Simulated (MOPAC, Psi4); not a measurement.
Interaction energy of H3ClSi ··· H3ClSi (SMILES [SiH3]Cl and [SiH3]Cl). Monomers: optimised at B3LYP-D3(BJ) (def2-TZVP), held rigid. Orientation: a random orientation, not optimised. The monomers approach along the line of their centres of mass (distance R); nothing else relaxes.

Geometry at R = 5.63 Å (first 5 atoms: monomer A):
```
10

Si    -0.1325     0.0017    -0.0008
Cl     1.9336    -0.0247     0.0116
H     -0.6064    -0.9436    -1.0303
H     -0.5810     1.3724    -0.3141
H     -0.6137    -0.4057     1.3336
Si    -2.3575     3.1573     2.4825
Cl    -2.5931     4.8455     1.3144
H     -3.6371     2.4223     2.5057
H     -1.9812     3.5803     3.8454
H     -1.2944     2.3228     1.8896
```

Levels: B3LYP/def2-TZVP, counterpoise-corrected (Psi4); PM6, restricted, heats of formation (MOPAC); HF/aug-cc-pVDZ, counterpoise-corrected (Psi4); B3LYP-D3(BJ)/def2-TZVP, counterpoise-corrected (Psi4); PBE/def2-TZVP, counterpoise-corrected (Psi4).

Interaction energies in kcal/mol (negative: bound); R is the distance of the centres of mass, d the H4···H10 distance.

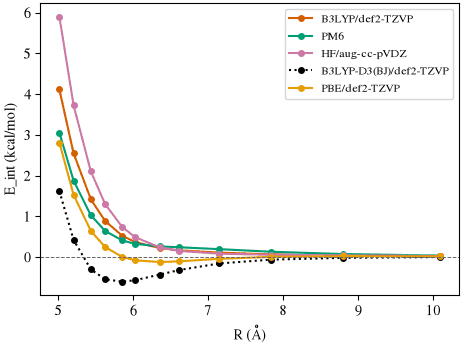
Interaction energy against separation.

```json
[
 {"R / Å": "5.02", "d / Å": "2.09", "B3LYP/def2-TZVP": "4.11", "PM6": "3.05", "HF/aug-cc-pVDZ": "5.90", "B3LYP-D3(BJ)/def2-TZVP": "1.62", "PBE/def2-TZVP": "2.81"},
 {"R / Å": "5.21", "d / Å": "2.21", "B3LYP/def2-TZVP": "2.54", "PM6": "1.87", "HF/aug-cc-pVDZ": "3.72", "B3LYP-D3(BJ)/def2-TZVP": "0.42", "PBE/def2-TZVP": "1.53"},
 {"R / Å": "5.44", "d / Å": "2.37", "B3LYP/def2-TZVP": "1.42", "PM6": "1.02", "HF/aug-cc-pVDZ": "2.10", "B3LYP-D3(BJ)/def2-TZVP": "-0.30", "PBE/def2-TZVP": "0.64"},
 {"R / Å": "5.63", "d / Å": "2.50", "B3LYP/def2-TZVP": "0.88", "PM6": "0.64", "HF/aug-cc-pVDZ": "1.30", "B3LYP-D3(BJ)/def2-TZVP": "-0.55", "PBE/def2-TZVP": "0.25"},
 {"R / Å": "5.86", "d / Å": "2.68", "B3LYP/def2-TZVP": "0.52", "PM6": "0.41", "HF/aug-cc-pVDZ": "0.73", "B3LYP-D3(BJ)/def2-TZVP": "-0.61", "PBE/def2-TZVP": "0.00"},
 {"R / Å": "6.03", "d / Å": "2.81", "B3LYP/def2-TZVP": "0.37", "PM6": "0.32", "HF/aug-cc-pVDZ": "0.49", "B3LYP-D3(BJ)/def2-TZVP": "-0.57", "PBE/def2-TZVP": "-0.08"},
 {"R / Å": "6.36", "d / Å": "3.08", "B3LYP/def2-TZVP": "0.22", "PM6": "0.26", "HF/aug-cc-pVDZ": "0.24", "B3LYP-D3(BJ)/def2-TZVP": "-0.43", "PBE/def2-TZVP": "-0.12"},
 {"R / Å": "6.62", "d / Å": "3.30", "B3LYP/def2-TZVP": "0.16", "PM6": "0.24", "HF/aug-cc-pVDZ": "0.15", "B3LYP-D3(BJ)/def2-TZVP": "-0.32", "PBE/def2-TZVP": "-0.11"},
 {"R / Å": "7.15", "d / Å": "3.77", "B3LYP/def2-TZVP": "0.11", "PM6": "0.19", "HF/aug-cc-pVDZ": "0.08", "B3LYP-D3(BJ)/def2-TZVP": "-0.16", "PBE/def2-TZVP": "-0.05"},
 {"R / Å": "7.84", "d / Å": "4.40", "B3LYP/def2-TZVP": "0.06", "PM6": "0.13", "HF/aug-cc-pVDZ": "0.05", "B3LYP-D3(BJ)/def2-TZVP": "-0.07", "PBE/def2-TZVP": "0.00"},
 {"R / Å": "8.81", "d / Å": "5.31", "B3LYP/def2-TZVP": "0.03", "PM6": "0.07", "HF/aug-cc-pVDZ": "0.04", "B3LYP-D3(BJ)/def2-TZVP": "-0.02", "PBE/def2-TZVP": "0.02"},
 {"R / Å": "10.10", "d / Å": "6.54", "B3LYP/def2-TZVP": "0.02", "PM6": "0.04", "HF/aug-cc-pVDZ": "0.03", "B3LYP-D3(BJ)/def2-TZVP": "0.00", "PBE/def2-TZVP": "0.02"}
]
```

Lowest grid point: B3LYP/def2-TZVP 0.02 kcal/mol at R = 10.10 Å; PM6 0.04 kcal/mol at R = 10.10 Å; HF/aug-cc-pVDZ 0.03 kcal/mol at R = 10.10 Å; B3LYP-D3(BJ)/def2-TZVP -0.61 kcal/mol at R = 5.86 Å; PBE/def2-TZVP -0.12 kcal/mol at R = 6.36 Å.
